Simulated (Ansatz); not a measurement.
# C6H15NSi: what the fields show

Input file:

```
crystal:
  periodic: [false, false, false]
  atoms:
    - {symbol: C, position_ang: [0.966648, -2.661324, -1.740448]}
    - {symbol: C, position_ang: [1.060383, -1.587692, -0.970073]}
    - {symbol: C, position_ang: [0.150318, -0.402906, -1.059945]}
    - {symbol: N, position_ang: [-0.508550, -0.105462, 0.204055]}
    - {symbol: Si, position_ang: [-1.960397, -0.925399, 0.617774]}
    - {symbol: C, position_ang: [-0.112065, 1.106126, 0.913657]}
    - {symbol: C, position_ang: [-0.487475, 2.380484, 0.164071]}
    - {symbol: C, position_ang: [1.365240, 1.093075, 1.282313]}
    - {symbol: H, position_ang: [1.646381, -3.499166, -1.638443]}
    - {symbol: H, position_ang: [0.199115, -2.739842, -2.504953]}
    - {symbol: H, position_ang: [1.824231, -1.537724, -0.197462]}
    - {symbol: H, position_ang: [0.726577, 0.473492, -1.375888]}
    - {symbol: H, position_ang: [-0.580869, -0.573756, -1.860723]}
    - {symbol: H, position_ang: [-1.874386, -2.329525, 0.140579]}
    - {symbol: H, position_ang: [-2.120277, -0.874791, 2.095651]}
    - {symbol: H, position_ang: [-3.194870, -0.331194, 0.014433]}
    - {symbol: H, position_ang: [-0.679097, 1.099868, 1.852375]}
    - {symbol: H, position_ang: [-0.244792, 3.265054, 0.758277]}
    - {symbol: H, position_ang: [0.056118, 2.462938, -0.781206]}
    - {symbol: H, position_ang: [-1.556447, 2.398671, -0.058443]}
    - {symbol: H, position_ang: [1.609030, 0.203804, 1.866503]}
    - {symbol: H, position_ang: [1.620828, 1.976450, 1.872190]}
    - {symbol: H, position_ang: [1.999255, 1.101920, 0.391207]}
basis:
  gaussian: {orbitals: def2-TZVPP}
hamiltonian: {xc: pbe0, dispersion: d4}
output: {orbitals: {seedname: orbitals}}
```

Launched as:

```sh
ansatz run in.yaml --threads 4 --pin off --events-out ev --progress --plain --max-ram 66560MiB --backend cuda --devices 0, --max-vram 37GiB
```

Geometry: PBE0-D4/def2-TZVP.

All numbers below come from RKS PBE0-D4/def2-TZVPP (Ansatz 0.2.0).

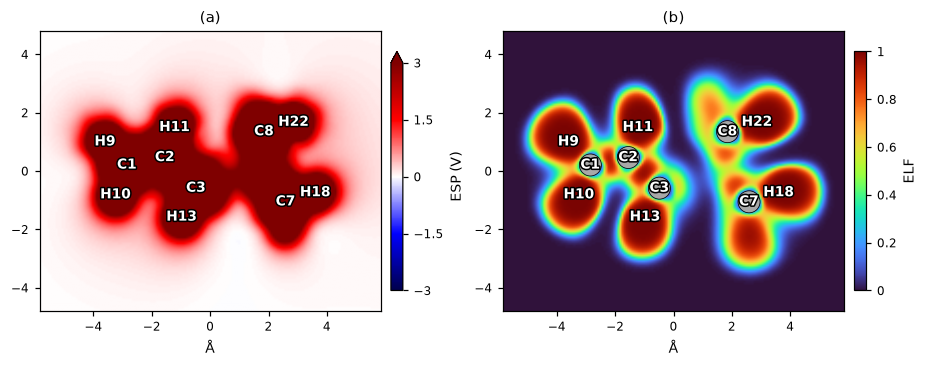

Figure 1. (a) electrostatic potential; (b) electron localisation function on the plane of atoms C3, C2 and H11. Grey discs cover the atomic cores in the ELF map.

Question: What do the fields say about this system?

Answer:
- The section cuts through C and H sites.
- C–C (1.32 Å): the ELF peaks at about 0.90 between the atoms; a short, multiple covalent bond.
- C–H (1.08 Å): the ELF climbs to about 1 towards the hydrogen, as it does in any bond to H: an ordinary covalent bond to hydrogen.
- C–C (1.50 Å): the ELF peaks at about 0.95 between the atoms, as expected for a shared electron pair.
- The potential has no marked negative region in this plane.

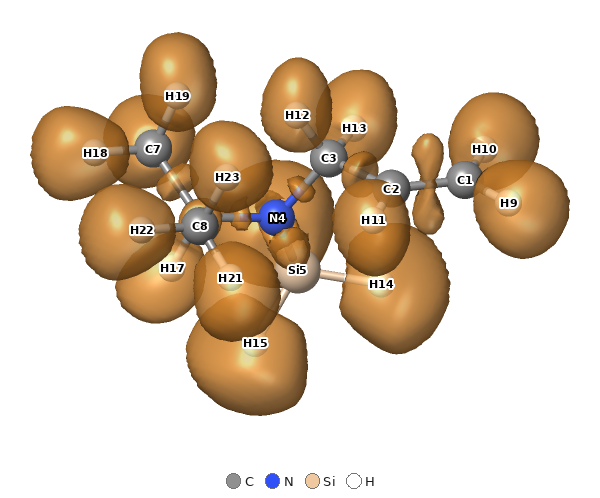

Figure 2. Isosurface of the ELF at 0.85 (orange), seen from one side. Core shells and regions of very low density are left out.

Question: Where are the electrons localised?

Answer: The ELF exceeds this value in four regions between bonded C–C atoms (shared pairs), two regions between bonded C–N atoms (shared pairs), one region between bonded N–Si atoms (shared pairs) and 15 regions around hydrogen nuclei. Along the contacts the grid gives the following. C–N (1.46 Å): the ELF peaks at about 0.90 between the atoms: a covalent bond.

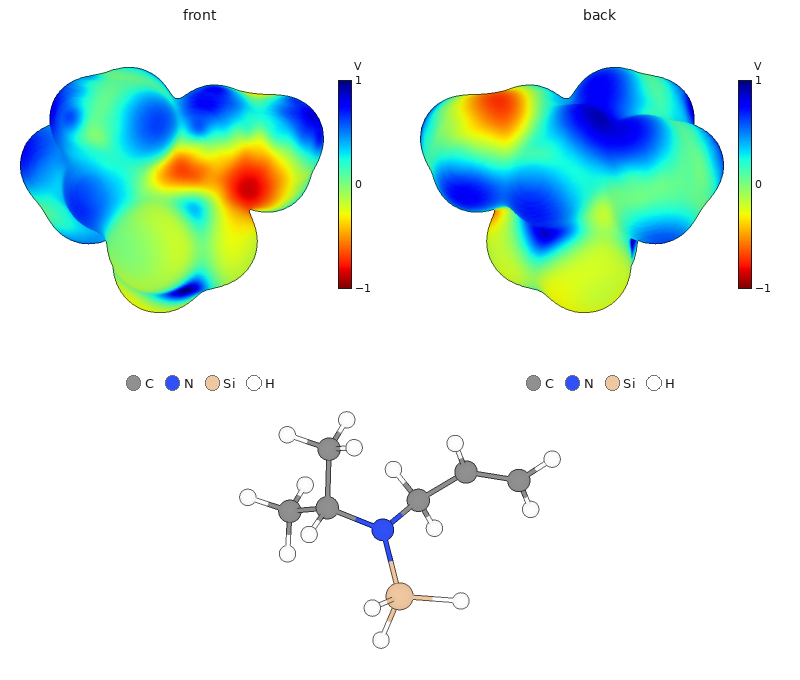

Figure 3. The molecular electrostatic potential painted on the density surface at 0.002 e/bohr³, seen from the front and from behind; red is negative and blue positive. The bare structure is drawn below in the same view.

Question: Where is the surface potential most negative and most positive?

Answer: The most negative region (about −0.8 V, or −18 kcal/mol for a unit charge) lies over C1, C2 and H14, the most positive (about +0.9 V, or +21 kcal/mol for a unit charge) over Si5 and H12.
